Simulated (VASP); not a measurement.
Band structure of WO3 (space group P2_1/c). Computed with LDA (Ceperley-Alder, Perdew-Zunger), VASP's LDA PAW potentials (set 64) (plane waves; VASP).

Unless said otherwise, spin-orbit coupling is left out, though it shifts the bands of the heavy elements here.

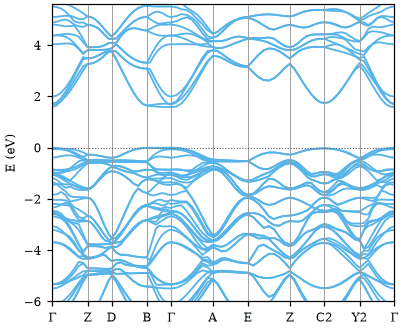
Fig. 1. Bands along high-symmetry lines, zero at the valence-band maximum or, without a gap, the Fermi level

Problem. Read the plot: is there a gap, and where are the band edges?

Solution. The gap is direct, 1.58 eV, from the valence maximum at B-Γ at 0.88 to the conduction minimum at B-Γ at 0.88. (Edges off the drawn lines would not show.)

The structure comes from a computed database's WO3 entry (P2_1/c); how it stands against other phases isn't given here. It was relaxed first.
